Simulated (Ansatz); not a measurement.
# CH3ClFIn (SMILES [CH3][In]([F])[Cl]) at CCSD(T)/def2-SVP (core potential)

Aim: the energy change on altering one bond length of CH3ClFIn at CCSD(T)/def2-SVP (core potential), from 2 runs. 

The results are computed with Ansatz 0.2.0.

118 further runs of the same task are left out: 1 that didn't finish, 117 set aside as unsound or not needed. Runs told in other sessions of the task aren't counted.

## Step 1: Starting point

The species is CH3ClFIn (7 atoms), meant as a singlet with charge 0. SMILES: `[CH3][In]([F])[Cl]`. The coordinates come from a PBE0-D4/def2-TZVP relaxation.

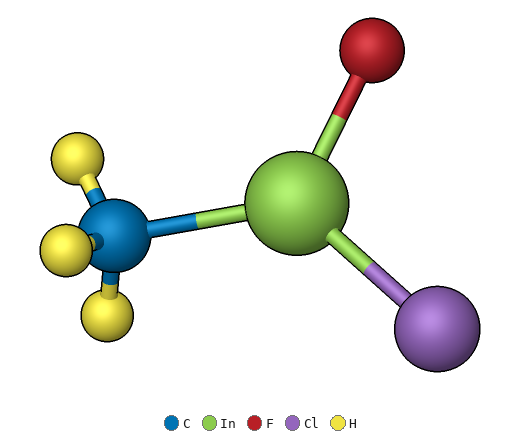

Viewed from a chosen angle; carbon blue, indium green, fluorine red, chlorine purple, hydrogen yellow.

## Step 2: A single-point energy at CCSD(T)/def2-SVP (core potential)

Contents of job.yaml:

```yaml
crystal:
  periodic: [false, false, false]
  atoms:
    - {symbol: C, position_ang: [-0.390800, 0.951400, 0.427300]}
    - {symbol: In, position_ang: [0.391000, -0.846100, -0.384300]}
    - {symbol: F, position_ang: [2.306000, -1.125500, -0.600500]}
    - {symbol: Cl, position_ang: [-0.728400, -2.728700, -1.135500]}
    - {symbol: H, position_ang: [-1.112900, 1.373000, -0.270800]}
    - {symbol: H, position_ang: [-0.891300, 0.725700, 1.368500]}
    - {symbol: H, position_ang: [0.426300, 1.650400, 0.595200]}
basis:
  gaussian:
    orbitals: def2-SVP
correlation:
  method: ccsd_t
  frozen_orbitals: {C: 1, Cl: 5, F: 1, H: 0, In: 4}
accuracy: high
scf:
  omitted_lower_state_checks: [cluster_reference, increment]
```

On the command line:

```
$ ansatz run job.yaml --threads 1 --pin off --max-ram 3480MiB --events-out events.jsonl --progress --plain --runs-dir runs
```

The log of the run, shortened:

```text
Warning: RAYON_NUM_THREADS=1 ignored (pool sized by the plan → 1); use --threads N
Functional definition: HF
  name "HF"
[...]
1981 factors; integrals over basis functions are off by at most 3.3e-9 eV
[...]
mean field -21431.28873588 eV, -787.5853343943 hartree, gradient 1.1e-8 eV, S^2 0.000000; 0 other end points of the search recorded, 0 dependent functions left out
11 core orbitals not correlated: weight in the atoms' cores, before any rotation towards them, 1.000 or more for the frozen orbitals, at most 0.000 for the correlated occupied ones
reference -21431.28873588 eV, -787.5853343943 hartree; 17, 17 occupied and 59, 59 virtual orbitals, 1981 factors
second order -14.93422079 eV of doubles, -0.00000000 eV of singles
cycle   1  -15.38570183 eV  change   -4.5e-1 eV  update   9.8e-2
[...]
cycle  21  -15.82884980 eV  change    1.2e-9 eV  update   1.3e-9
perturbative correction -0.36105692 eV, -0.0132685972 hartree
Total energy: -21447.47864260 eV, -788.1803024925 hartree
Checks for a lower state left out: cluster_reference, increment
```

Run time: 24 s. Hardware: 1 thread of Arm Neoverse V2, shared host; peak memory 0.51 GiB.

## Step 3: The distorted shape at the same level

Contents of input.yaml:

```yaml
crystal:
  periodic: [false, false, false]
  atoms:
    - {symbol: C, position_ang: [0.504720, 2.457480, 1.028260]}
    - {symbol: In, position_ang: [1.286520, 0.659980, 0.216660]}
    - {symbol: F, position_ang: [3.201520, 0.380580, 0.000460]}
    - {symbol: Cl, position_ang: [-0.728400, -2.728700, -1.135500]}
    - {symbol: H, position_ang: [-0.217380, 2.879080, 0.330160]}
    - {symbol: H, position_ang: [0.004220, 2.231780, 1.969460]}
    - {symbol: H, position_ang: [1.321820, 3.156480, 1.196160]}
basis:
  gaussian: {orbitals: def2-SVP}
correlation: {method: ccsd_t, frozen_orbitals: {C: 1, Cl: 5, F: 1, H: 0, In: 4}}
accuracy: high
scf: {omitted_lower_state_checks: [cluster_reference, increment]}
```

On the command line:

```
$ ansatz run input.yaml --threads 1 --pin off --max-ram 3480MiB --events-out events.jsonl --progress --plain --runs-dir runs
```

The log of the run, shortened:

```text
Warning: RAYON_NUM_THREADS=1 ignored (pool sized by the plan → 1); use --threads N
[... 2 set-up lines as earlier in the session ...]
[...]
1928 factors; integrals over basis functions are off by at most 8.7e-9 eV
[...]
mean field -21427.00414675 eV, -787.4278786478 hartree, gradient 1.3e-8 eV, S^2 0.000000; 0 other end points of the search recorded, 0 dependent functions left out; unrestricted orbitals would lower it
11 core orbitals not correlated: weight in the atoms' cores, before any rotation towards them, 1.000 or more for the frozen orbitals, at most 0.000 for the correlated occupied ones
reference -21427.00414675 eV, -787.4278786478 hartree; 17, 17 occupied and 59, 59 virtual orbitals, 1928 factors
second order -15.03995273 eV of doubles, -0.00000000 eV of singles
cycle   1  -15.32290025 eV  change   -2.8e-1 eV  update   2.0e-1
[...]
cycle  38  -16.14804658 eV  change  -5.9e-11 eV  update  6.7e-10
perturbative correction -0.76045666 eV, -0.0279462669 hartree
Total energy: -21443.91264999 eV, -788.0492546811 hartree
Checks for a lower state left out: cluster_reference, increment
```

It took 34 s on 1 thread of Arm Neoverse V2, shared host; peak memory 0.5 GiB.

## Step 4: What came out

Level: CCSD(T)/def2-SVP (core potential), 11 core orbitals frozen.

| quantity | value |
| --- | --- |
| first shape: total energy | -788.18030 Eh |
| first shape: correlation energy (11 core orbitals frozen) | -595.0 mEh |
| first shape: (T) correction | -13.27 mEh |
| first shape: T1 diagnostic | 0.012 |
| distorted shape: total energy | -788.04925 Eh |
| distorted shape: correlation energy (11 core orbitals frozen) | -621.4 mEh |
| distorted shape: (T) correction | -27.95 mEh |
| distorted shape: T1 diagnostic | 0.050 |
| energy change with the In2–Cl4 bond stretched from 2.316 to 4.168 Å | 3.566 eV |

In words: With the In2–Cl4 bond stretched from 2.316 to 4.168 Å the energy rises by 3.57 eV (344 kJ/mol). The first shape isn't relaxed at this level, so the change isn't measured from a minimum. A restricted reference can't describe the breaking bond well at this length. The triples (first shape) make up 2.2 % of the correlation energy. The T1 diagnostic (distorted shape) of 0.050 is above the customary mark for such species, so a single reference may not serve. The restricted solution (distorted shape) is unstable to spin breaking: an unrestricted one lies lower. The triples (distorted shape) make up 4.5 % of the correlation energy.
